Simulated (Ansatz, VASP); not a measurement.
# MgB: VASP beside Ansatz, part 2 of 2

One calculation is typed for both programs; each brings its own data sets and cutoff. How far apart do they land? The cell is invented: As first built, before any earlier steps moved the atoms: it takes the MgAl structure with some of its atoms replaced by other elements, volume scaled by an estimate. It may not be a known or stable phase. The cell comes out of the VASP series on this material, whose earlier steps may have relaxed, scaled or displaced it; both programs get it as it stands.

VASP 6.6.1 and Ansatz 0.2.0.

So far. Step 2 (VASP: band structure, PBE): The run ends at a pressure of 0.41 GPa. Step 5 (VASP: band structure, PBEsol): The run ends at a pressure of -1.30 GPa.

## Step 6: Ansatz: band structure, PBEsol

Level of this step: Ansatz beside VASP: Kohn-Sham DFT, plane waves, PBEsol (Ansatz).

The same cell, functional, mesh and smearing now go to Ansatz, which takes its cutoff from its data sets.

The cell comes out of the VASP series on this material, whose earlier steps may have relaxed, scaled or displaced it; both programs get it as it stands.

File input.yaml:

```yaml
crystal:
  lattice:
    - [2.8941936783, 0.0, 0.0]
    - [0.0, 2.8941936783, 0.0]
    - [0.0, 0.0, 2.8941936783]
  atoms:
    - { symbol: Mg, position: [0.5, 0.5, 0.5] }
    - { symbol: B, position: [0.0, 0.0, 0.0] }
hamiltonian:
  xc: pbesol
  pseudopotentials: { kind: paw }
kpoints:
  mp_grid: { grid: [5, 5, 5] }
  band_path:
    path:
      - [0.0, 0.0, 0.0]
      - [0.0, 0.1, 0.0]
      - [0.0, 0.2, 0.0]
      - [0.0, 0.3, 0.0]
      - [0.0, 0.43333, 0.0]
      - [0.0, 0.5, 0.0]
      - [0.1, 0.5, 0.0]
      - [0.2, 0.5, 0.0]
      - [0.33333, 0.5, 0.0]
      - [0.43333, 0.5, 0.0]
      - [0.5, 0.5, 0.0]
      - [0.36667, 0.36667, 0.0]
      - [0.26667, 0.26667, 0.0]
      - [0.16667, 0.16667, 0.0]
      - [0.06667, 0.06667, 0.0]
      - [0.03333, 0.03333, 0.03333]
      - [0.13333, 0.13333, 0.13333]
      - [0.23333, 0.23333, 0.23333]
      - [0.33333, 0.33333, 0.33333]
      - [0.46667, 0.46667, 0.46667]
      - [0.46667, 0.5, 0.46667]
      - [0.36667, 0.5, 0.36667]
      - [0.23333, 0.5, 0.23333]
      - [0.13333, 0.5, 0.13333]
      - [0.03333, 0.5, 0.03333]
      - [0.5, 0.5, 0.03333]
      - [0.5, 0.5, 0.16667]
      - [0.5, 0.5, 0.26667]
      - [0.5, 0.5, 0.36667]
      - [0.5, 0.5, 0.5]
    npoints: 1
scf:
  occupations: { method: gaussian, width: 0.02 }
  n_extra_bands: 7
output:
  forces: true
  stress: true
  eigenvalues: true
  write_density: true
  write_potential: true
  elf: true
  volumetric_format: npy
```

Run with:

```bash
> ansatz run input.yaml --threads 2 --pin off --max-ram 4608MiB --backend cpu --events-out ev --progress --plain --runs-dir out
```

Numbers of over 12 decimals in the logs are rounded to 6 here.

The log of the run:

```text
[...]
Crystal: 2 atoms, lattice volume = 24.243 Å³
Basis set: ecut = 420 eV, 461 PW (Γ), exchange–correlation on 40×40×40 points (8 copies of the dense FFT grid, shifted against one another)
Bands: 14, of which v1, the nominal top of the filled ones, is band 7 counted from 1 (6 counted from 0)
Symmetry: 48 space group operations
[...]
k-points: 10 of 125
[...]
k-point 0: bands = [... 3 lower, -33.3510, -2.3981, 10.8845, 10.8845, 10.8845, 15.3452, 15.3452, 17.3427, ... 3 higher]
  k-point 1: bands = [... 3 lower, -33.3493, -1.7658, 7.5444, 11.2295, 11.2295, 16.0500, 17.2003, 19.3495, ... 3 higher]
  k-point 2: bands = [... 3 lower, -33.3466, 0.0036, 3.6240, 11.9143, 11.9143, 18.1198, 18.5118, 20.3475, ... 3 higher]
  k-point 9: bands = [... 3 lower, -33.3884, 4.3091, 7.0637, 7.0637, 8.2311, 13.2198, 13.2198, 13.2783, ... 3 higher]
[key lines of the parts left out:]
SCF converged after 6 iterations
Free energy (F): -2063.023336 eV
Fermi energy:    8.382131 eV
P = ⅓ Tr σ = -1.2909 GPa (-12.909 kbar)
```

Run time: 0.73 s. Hardware: 2 threads of Arm Neoverse V2, shared host; peak memory 0.23 GiB; 0.76 s of CPU time.

## Step 7: Differences

What differs besides the data sets and the points named for the pairs above, as far as they apply: Ansatz makes its cores anew for this functional, VASP keeps those of its PBE data sets. Total energies have different zeros and are not compared.

Compared:

```tsv
quantity	Ansatz	VASP	difference
pressure (GPa)	-1.29	-1.30	+0.01
```

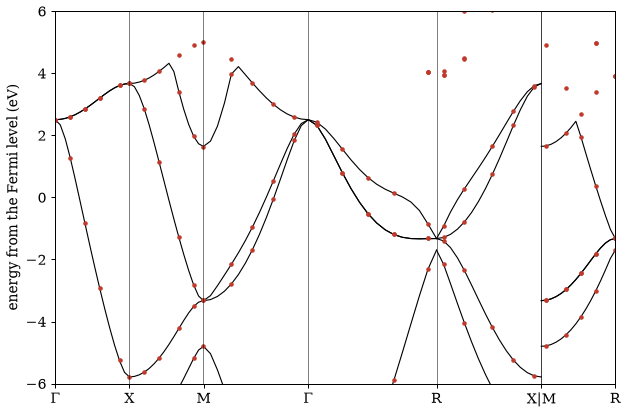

Bands from VASP (lines) and levels from Ansatz (dots). Dots without a line are higher empty bands that the VASP plot leaves out.

Levels from 3 eV below to 2 eV above the Fermi level differ by 6 meV r.m.s. and 11 meV at most; each VASP level is matched to the nearest of Ansatz, which flatters the figure a little. Ansatz's pressure holds a Pulay correction of 0.08 GPa; VASP's holds none.

## Step 8: VASP: band structure, r2SCAN

Levels along a path test the potential and the projectors away from the mesh points.

File INCAR:

```
SYSTEM = MgB
PREC = Accurate
ENCUT = 420
EDIFF = 1E-06
NELM = 100
ISMEAR = 0
SIGMA = 0.02
LREAL = .FALSE.
ALGO = Normal
METAGGA = R2SCAN
LASPH = .TRUE.
LORBIT = 11
LWAVE = .FALSE.
LCHARG = .FALSE.
KPAR = 4
```

File POSCAR:

```
MgB
1.0
    2.8941936783      0.0000000000      0.0000000000
    0.0000000000      2.8941936783      0.0000000000
    0.0000000000      0.0000000000      2.8941936783
Mg B
1 1
Direct
    0.5000000000      0.5000000000      0.5000000000
    0.0000000000      0.0000000000      0.0000000000
```

File KPOINTS:

```
Automatic mesh
0
Gamma
5 5 5
0 0 0
```

File KPOINTS_OPT:

```
Line mode
16
Line-mode
Reciprocal
  0.00000000   0.00000000   0.00000000 GAMMA
  0.00000000   0.50000000   0.00000000 X

  0.00000000   0.50000000   0.00000000 X
  0.50000000   0.50000000   0.00000000 M

  0.50000000   0.50000000   0.00000000 M
  0.00000000   0.00000000   0.00000000 GAMMA

  0.00000000   0.00000000   0.00000000 GAMMA
  0.50000000   0.50000000   0.50000000 R

  0.50000000   0.50000000   0.50000000 R
  0.00000000   0.50000000   0.00000000 X

  0.50000000   0.50000000   0.00000000 M
  0.50000000   0.50000000   0.50000000 R
```

The projector-augmented-wave data sets are Mg and B (PBE family, release 64).

Run with:

```bash
> mpirun -np 4 vasp_std
```

The log of the run:

```text
[banner, memory and clock lines left out]
running    4 mpi-ranks, on    1 nodes
[...]
[... a notice as in an earlier step ...]

 LDA part: xc-table for (None), standard interpolation
 POSCAR, INCAR and KPOINTS ok, starting setup
[...]
entering main loop
       N       E                     dE             d eps       ncg     rms          rms(c)
DAV:   1    -0.431367182042E+01   -0.43137E+01   -0.15993E+03   120   0.532E+02
DAV:   2    -0.104166740147E+02   -0.61030E+01   -0.56530E+01   162   0.537E+01
DAV:   3    -0.105027538323E+02   -0.86080E-01   -0.86080E-01   156   0.806E+00
DAV:   4    -0.105032814010E+02   -0.52757E-03   -0.52757E-03   174   0.582E-01
[...]
DAV:   9    -0.984131932276E+01    0.20158E-03   -0.12051E-03   144   0.227E-01    0.216E-02
DAV:  10    -0.984131241682E+01    0.69059E-05   -0.21778E-05   150   0.427E-02    0.772E-03
DAV:  11    -0.984131166922E+01    0.74760E-06   -0.62541E-06   156   0.183E-02
   1 F= -.98413117E+01 E0= -.98408457E+01  d E =-.931948E-03
 Start KPOINTS_OPT (optional k-point list driver)
k-point batch [1-10\96]
       N       E                     dE             ncg
DAV:   1     0.820323692581E+02   -0.21842E+03      126
DAV:   2     0.869457849997E+01   -0.73338E+02      168
DAV:   3     0.756176749410E+01   -0.11328E+01      162
DAV:   4     0.755984089312E+01   -0.19266E-02      180
DAV:   5     0.755983930165E+01   -0.15915E-05      138
DAV:   6     0.755983929001E+01   -0.11637E-07      132
[...]
k-point batch [91-96\96]
       N       E                     dE             ncg
DAV:   1     0.885372937727E+03   -0.12567E+04       72
DAV:   2     0.856854302442E+03   -0.28519E+02       84
DAV:   3     0.856117746904E+03   -0.73656E+00       84
DAV:   4     0.856115647886E+03   -0.20990E-02      102
DAV:   5     0.856115641739E+03   -0.61464E-05       78
DAV:   6     0.856115641730E+03   -0.90361E-08       78
```

Parts of OUTCAR (step 8):

```text
  Total       -0.0966528     -0.0966528     -0.0966528     -0.0000000     -0.0000000      0.0000000
  in kB       -6.3876680     -6.3876680     -6.3876680     -0.0000000     -0.0000000      0.0000000
  external PRESSURE =      -6.3876680 kB  Pullay stress =       0.0000000 kB

  FREE ENERGIE OF THE ION-ELECTRON SYSTEM (eV)
  ---------------------------------------------------
  free  energy   TOTEN  =        -9.8413116692 eV

  energy  without entropy=       -9.8403797211  energy(sigma->0) =       -9.84084570

[... 3 parts as in an earlier step ...]

[... 1 further part left out ...]
[key lines of the parts left out:]
E-fermi :   4.7029
```

The run ends at a pressure of -0.64 GPa.

## Step 9: Ansatz: band structure, r2SCAN

The same cell, functional, mesh and smearing now go to Ansatz, which takes its cutoff from its data sets.

The cell comes out of the VASP series on this material, whose earlier steps may have relaxed, scaled or displaced it; both programs get it as it stands.

Edit input.yaml of step 6 so:

```diff
@@ -9,3 +9,3 @@
 hamiltonian:
-  xc: pbesol
+  xc: r2scan
   pseudopotentials: { kind: paw }
@@ -53,5 +53 @@
   eigenvalues: true
-  write_density: true
-  write_potential: true
-  elf: true
-  volumetric_format: npy
```

Run with:

```bash
> ansatz run input.yaml --threads 2 --pin off --max-ram 4608MiB --backend cpu --events-out ev --progress --plain --runs-dir out
```

The log of the run:

```text
[...]
Crystal: 2 atoms, lattice volume = 24.243 Å³
Basis set: ecut = 500 eV, 619 PW (Γ), exchange–correlation on 96×96×96 points (64 copies of the dense FFT grid, shifted against one another)
Bands: 14, of which v1, the nominal top of the filled ones, is band 7 counted from 1 (6 counted from 0)
Symmetry: 48 space group operations
[...]
k-points: 10 of 125
[...]
k-point 0: bands = [... 3 lower, -34.8406, -3.0615, 11.1895, 11.1895, 11.1895, 15.8036, 15.8036, 18.3179, ... 3 higher]
  k-point 1: bands = [... 3 lower, -34.8389, -2.3955, 7.5972, 11.5570, 11.5570, 16.5552, 17.9801, 20.3803, ... 3 higher]
  k-point 2: bands = [... 3 lower, -34.8362, -0.5545, 3.4513, 12.2857, 12.2857, 18.7784, 19.4035, 21.6010, ... 3 higher]
  k-point 9: bands = [... 3 lower, -34.8772, 3.9994, 7.0167, 7.0167, 8.2491, 13.7286, 13.7286, 13.8705, ... 3 higher]
[key lines of the parts left out:]
SCF converged after 6 iterations
Free energy (F): -2081.292378 eV
Fermi energy:    8.502772 eV
P = ⅓ Tr σ = -0.2182 GPa (-2.182 kbar)
```

The job ended after 1.2 s (2 threads; peak memory 0.3 GiB; 1.8 s of CPU time).

## Step 10: Comparison

What differs besides the data sets and the points named for the pairs above, as far as they apply: VASP keeps PBE cores, Ansatz makes them for the functional; the cutoff is 500 eV in Ansatz and 420 eV in VASP. Total energies have different zeros and are not compared.

Both answers:

```tsv
quantity	Ansatz	VASP	difference
pressure (GPa)	-0.22	-0.64	+0.42
```

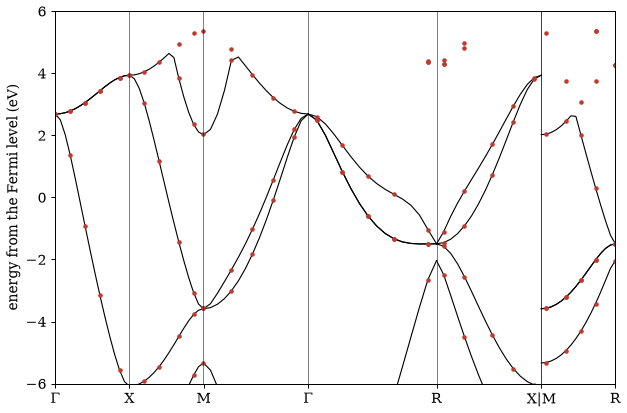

Bands from VASP (lines) and levels from Ansatz (dots). Dots without a line are higher empty bands that the VASP plot leaves out.

Levels from 3 eV below to 2 eV above the Fermi level differ by 4 meV r.m.s. and 8 meV at most; each VASP level is matched to the nearest of Ansatz, which flatters the figure a little.

## Step 11: Summary of results

* r.m.s. difference of levels near the Fermi level (band structure, PBE): 4 meV
* r.m.s. difference of levels near the Fermi level (band structure, PBEsol): 6.0 meV
* r.m.s. difference of levels near the Fermi level (band structure, r2SCAN): 3.7 meV

The r.m.s. difference of levels near the Fermi level is 6.0 meV (band structure, PBEsol), within the 80 meV picked in this series as the mark of a large difference. 1 further run on this material is not shown. Differences of this kind measure data sets and numerical settings, not the functional's error against experiment.

[Lines on the potential files, build, host, timing and source positions are cut from VASP's logs without a mark.]

[Logs are printed without paths, hosts, clocks, repeated set-up lines and the standing remarks that a program may print on its own settings, such as how far it seeks lower states.]

[Hosts, paths, dates, database ids (printed as entryN), source tags and the programs' standing remarks are cut or masked in the printed files.]
